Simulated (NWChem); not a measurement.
**CSe (SMILES [C][Se]) at 6 levels**

Wanted: a comparison of 6 runs (HF/STO-3G, HF/3-21G, PBE/cc-pVTZ, B3LYP/6-31G*, M06-2X/cc-pVTZ, PBE0/cc-pVTZ) of CSe. 

Program for the calculation: NWChem 7.3.0.

9 further runs of the same task are left out: 3 that didn't finish, 6 set aside as unsound or not needed. Runs told in other sessions of the task aren't counted.

## (1) The structure to begin with

CSe: 2 atoms, total charge 0, spin state singlet. As SMILES, `[C][Se]`. The coordinates come from a PBE0-D4/def2-TZVP relaxation.

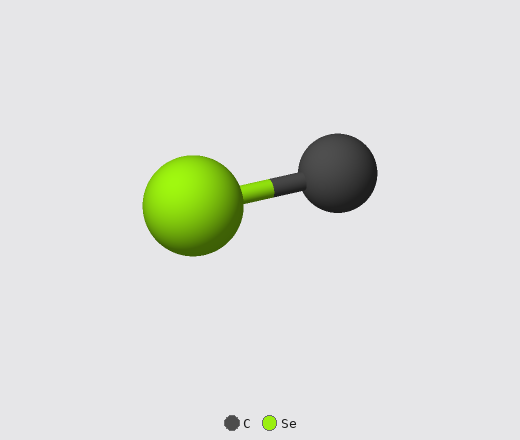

The structure, seen from a chosen angle (carbon dark grey, selenium green).

## (2) Energy and gradient at HF/STO-3G (run 1)

test.nw reads:

```
start test
title "CSe hf"
memory stack 880 mb heap 220 mb global 1100 mb
charge 0

geometry units au noautosym nocenter noautoz
 C    0.00000000   0.00000000  -0.01610047
 Se   0.00000000   0.00000000   3.14219881
end

basis spherical bse
 * library STO-3G
end

scf
 nopen 0
 rhf
 thresh 1e-08
 maxiter 80
 print low
end

task scf gradient
```

Run with:

```sh
$ nwchem test.nw > test.out
```

Output:

```text
[...]
  functions       =    23
[...]
  wavefunction    = RHF
[...]
         Total SCF energy =  -2410.834004242353
      One-electron energy =  -3503.705665263808
      Two-electron energy =   1028.279935565975
 Nuclear repulsion energy =     64.591725455480
        Time for solution =      1.2s
[...]
                         RHF ENERGY GRADIENTS
    atom               coordinates                        gradient
                 x          y          z           x          y          z
   1 C       0.000000   0.000000  -0.016100   -0.000000  -0.000000  -0.023797
   2 Se      0.000000   0.000000   3.142199    0.000000   0.000000   0.023797
 Task  times  cpu:        1.6s     wall:        1.6s
 Total times  cpu:        1.6s     wall:        1.6s
```

It took 2.1 s on 1 thread of Intel Xeon Platinum 8259CL at 2.50GHz (Skylake/Cascade Lake), shared host; peak memory 0.1 GiB.

## (3) Energy and forces at HF/3-21G (run 2)

calc.nw reads:

```
start calc
memory total 2200 mb

geometry noautosym nocenter noautoz
  C     0.000000    0.000000   -0.008520
  Se    0.000000    0.000000    1.662780
end

basis spherical bse
  * library 3-21G
end

scf
  nopen 0
  rhf
  thresh 1e-08
  maxiter 80
end

task scf gradient
```

Run with:

```sh
$ nwchem calc.nw > calc.out
```

Output:

```text
[...]
  functions       =    31
[...]
  wavefunction    = RHF
[...]
         Total SCF energy =  -2426.023139334224
      One-electron energy =  -3509.228369947826
      Two-electron energy =   1018.613500346182
 Nuclear repulsion energy =     64.591730267420
        Time for solution =      1.4s
[...]
                         RHF ENERGY GRADIENTS
    atom               coordinates                        gradient
                 x          y          z           x          y          z
   1 C       0.000000   0.000000  -0.016100    0.000000   0.000000   0.022238
   2 Se      0.000000   0.000000   3.142199   -0.000000  -0.000000  -0.022238
[...]
```

Wall time 2.4 s (1 thread of Intel Xeon Platinum 8259CL at 2.50GHz (Skylake/Cascade Lake), shared host); peak memory 0.1 GiB.

Runs 3 to 4 aren't shown in full; the table further down has their settings and results.

## (4) Energy and gradient at M06-2X/cc-pVTZ (run 5)

m1.nw reads:

```
start m1
title "CSe M06-2X"
memory stack 880 mb heap 220 mb global 1100 mb
charge 0
geometry units angstroms noautosym nocenter noautoz
   C     0.000000    0.000000   -0.008520
   Se    0.000000    0.000000    1.662780
end
basis spherical bse
   * library cc-pVTZ
end
dft
   xc m06-2x
   grid xfine
   convergence energy 1e-08
   maxiter 100
   mulliken
end
task dft gradient
```

Run with:

```sh
$ nwchem m1.nw > m1.out
```

Output:

```text
[...]
          Wavefunction type:  closed shell.
          No. of atoms     :     2
          No. of electrons :    40
[...]
          Charge           :     0
          Spin multiplicity:     1
[...]
          AO basis - number of functions:    73
[...]
              XC Information
              --------------
                       M06-2X Method XC Functional
                     Hartree-Fock (Exact) Exchange  0.540
                        M06-2X Exchange Functional  1.000
                      M06-2X Correlation Potential  1.000
[...]
 d= 0,ls=0.0,diis     1  -2439.5963027590 -2.50D+03  6.08D-03  3.86D-01    22.6
[...]
 d= 0,ls=0.0,diis    10  -2439.6201707279 -1.55D-09  2.93D-07  2.30D-10   127.0
         Total DFT energy =    -2439.620170727894
      One electron energy =    -3522.286229155526
           Coulomb energy =     1110.567177213753
    Exchange-Corr. energy =      -92.492849053541
 Nuclear repulsion energy =       64.591730267420
[...]
      Total Density - Mulliken Population Analysis
     ---------------------------------------------
    Atom       Charge   Shell Charges
 -----------   ------   -------------------------------------------------------
    1 C    6     6.18   1.95  0.24  1.01  0.62  0.60  1.11  0.58  0.01  0.06  0.00
    2 Se  34    33.82   2.00  2.01  1.88  0.39  1.14  0.48  6.00  5.85  0.92  2.30  0.77  9.66  0.36  0.05  0.01
[...]
  wavefunction    = closed shell
                         DFT ENERGY GRADIENTS
    atom               coordinates                        gradient
                 x          y          z           x          y          z
   1 C       0.000000   0.000000  -0.016100    0.000000  -0.000000  -0.000574
   2 Se      0.000000   0.000000   3.142199   -0.000000   0.000000   0.000574
[...]
```

Run time: 3.1 min. Hardware: 1 thread of Intel Xeon Platinum 8259CL at 2.50GHz (Skylake/Cascade Lake), shared host; peak memory 0.14 GiB.

## (5) Energy and gradient at PBE0/cc-pVTZ (run 6)

run.py reads:

```python
from ase import Atoms
from ase.calculators.nwchem import NWChem

mol = Atoms(['C', 'Se'], positions=[
    [0.000000, 0.000000, -0.008520],
    [-0.000000, -0.000000, 1.662780],
])

calc = NWChem(
    label='cse',
    theory='dft',
    memory='2200 mb',
    basis='cc-pVTZ',
    basispar='spherical bse',
    dft={'xc': 'pbe0', 'mult': '1', 'grid': 'xfine', 'convergence': 'energy 1e-08', 'iterations': '100', 'mulliken': None},
)
mol.calc = calc

forces = mol.get_forces()
print("Total energy (eV):", round(mol.get_potential_energy(), 6))
print("forces (eV/A):")
for s, f in zip(mol.symbols, forces):
    print(f"{s:2s} {f[0]:10.5f} {f[1]:10.5f} {f[2]:10.5f}")
print("dipole (e A):", mol.get_dipole_moment().round(4))
```

Run with:

```sh
$ export ASE_NWCHEM_COMMAND="nwchem PREFIX.nwi > PREFIX.nwo"
$ python run.py
```

Output:

```text
Total energy (eV): -66376.076521
forces (eV/A):
C    -0.00000    0.00000   -0.08778
Se    0.00000   -0.00000    0.08778
dipole (e A): [-0.     -0.      0.4392]
```

The calculator wrote cse.nwi:

```
title "cse"

permanent_dir cse

scratch_dir cse

start cse

geometry units angstrom nocenter noautosym noautoz
  C  0.0000000000000000e+00 0.0000000000000000e+00 -8.5199999999999998e-03
  Se -0.0000000000000000e+00 -0.0000000000000000e+00 1.6627799999999999e+00
end

memory 2200 mb

basis spherical bse noprint
   * library cc-pVTZ
end

dft
  xc pbe0
  mult 1
  grid xfine
  convergence energy 1e-08
  iterations 100
  mulliken
end

task dft gradient
```

cse.nwo:

```text
Northwest Computational Chemistry Package (NWChem) 7.3.0
             --------------------------------------------------------

           Job information
           ---------------

    nwchem branch   = 7.3.0
    use scalapack   = T
    input           = cse.nwi
    prefix          = cse.
    data base       = cse/cse.db
    status          = startup
    nproc           =        1

           Memory information
           ------------------

    heap     =     72089600 doubles =      550.0 Mbytes
    stack    =     72089597 doubles =      550.0 Mbytes
    global   =    144179200 doubles =     1100.0 Mbytes (distinct from heap & stack)
    total    =    288358397 doubles =     2200.0 Mbytes
    verify   = yes
    hardfail = no

[... 72 lines left out ...]
  convergence criterion.
[... 38 lines left out ...]
          Spatial weights used:  Erf1
[... 74 lines left out ...]
         Total DFT energy =    -2439.275840676462
[... 3 lines left out ...]
 Nuclear repulsion energy =       64.591730267420
[... 576 lines left out ...]
          Convergence on gradient requested:  5.00D-04
[... 25 lines left out ...]
          total energy or number of iterations.
[... 18 lines left out ...]
                            NWChem DFT Gradient Module
                            --------------------------

                                        cse

  charge          =   0.00
  wavefunction    = closed shell

                         DFT ENERGY GRADIENTS

    atom               coordinates                        gradient
                 x          y          z           x          y          z
   1 C       0.000000   0.000000  -0.016100    0.000000  -0.000000   0.001707
   2 Se      0.000000   0.000000   3.142199   -0.000000   0.000000  -0.001707

                 ----------------------------------------
                 |  Time  |  1-e(secs)   |  2-e(secs)   |
                 ----------------------------------------
                 |  CPU   |       0.01   |      49.16   |
                 ----------------------------------------
                 |  WALL  |       0.01   |      49.16   |
                 ----------------------------------------

 Task  times  cpu:      175.6s     wall:      175.6s
 Total times  cpu:      175.6s     wall:      175.6s
```

Wall time 3 min (1 thread of Intel Xeon Platinum 8259CL at 2.50GHz (Skylake/Cascade Lake), shared host); peak memory 0.14 GiB.

## (6) Overview of the runs

```
run                               level  iteration cap  module   energy (Eh)  largest force (eV/Å)  wall time
  1                           HF/STO-3G             80     scf  -2410.834004                 1.224      2.1 s
  2                            HF/3-21G             80     scf  -2426.023139                 1.144      2.4 s
  3                         PBE/cc-pVTZ            100     dft  -2439.206669                 0.948    3.1 min
  4  B3LYP/6-31G* (spherical functions)            100     dft  -2439.289947                 0.716       11 s
  5                      M06-2X/cc-pVTZ            100     dft  -2439.620171                 0.030    3.1 min
  6                        PBE0/cc-pVTZ            100     dft  -2439.275841                 0.088      3 min
```

## (7) What came out

```
                       quantity           value
            run 6: total energy  -2439.27584 Eh
           run 6: dipole moment          2.11 D
             run 6: HOMO energy        -8.52 eV
             run 6: LUMO energy        -2.47 eV
           run 6: HOMO–LUMO gap         6.05 eV
run 6: largest force on an atom      0.088 eV/Å
```

Over runs 2, 4, 5, 6 the dipole moment (its size) runs from 1.51 D (HF/3-21G) to 2.11 D (PBE0/cc-pVTZ). The two ends differ in method and basis. Over runs 2, 4, 5, 6 the HOMO–LUMO gap runs from 5.68 eV (B3LYP/6-31G*) to 13.14 eV (HF/3-21G). Totals of different functionals can't be ranked against each other. In run 1 the basis is minimal, so the values are rough. All runs together took 9.4 min, the longest 3.1 min.
